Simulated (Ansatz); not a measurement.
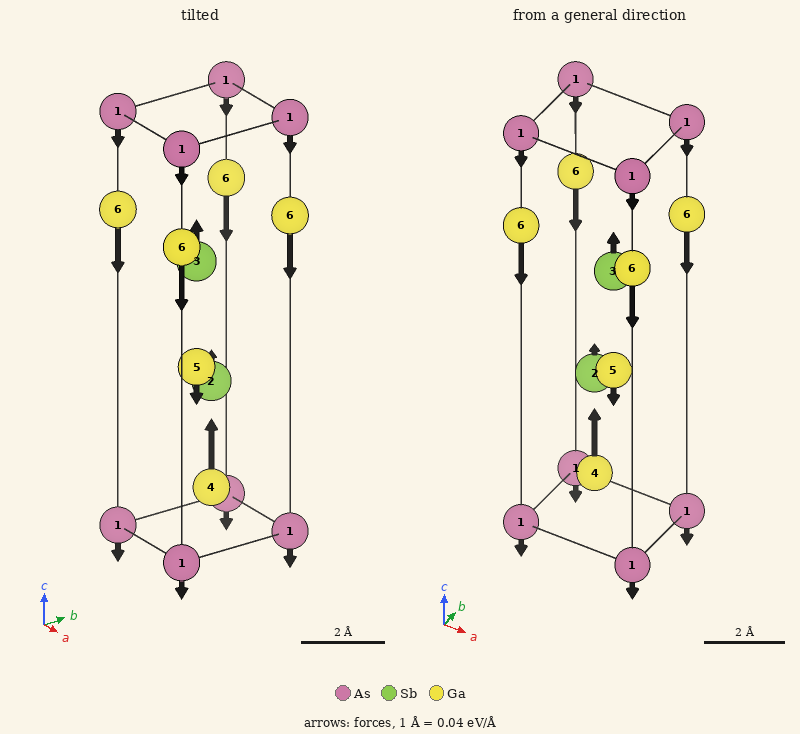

The figure gives a spheres-only picture of the atoms, viewed slightly off an axis and from a general direction. The lines enclose the simulation cell; boundary atoms appear with their images. The arrows are the computed forces on the atoms.

System: Ga3Sb2As. Calculation details: DFT, r2SCAN, plane waves, PAW in Ansatz 0.2.0; cutoff 500 eV, Brillouin-zone sampling on a 12×12×4 mesh, Fermi-Dirac smearing of 0.02 eV, no spin polarisation.

Is the structure at rest?

No. The atoms still feel forces of up to about 0.052 eV/Å, above a usual threshold of 0.01 to 0.03 eV/Å.

The initial geometry was a structure type filled with these elements by a generator (whether the compound takes this form wasn't checked). Earlier steps of the study may have refined or changed the cell and positions. It went into a calculation with Ansatz.
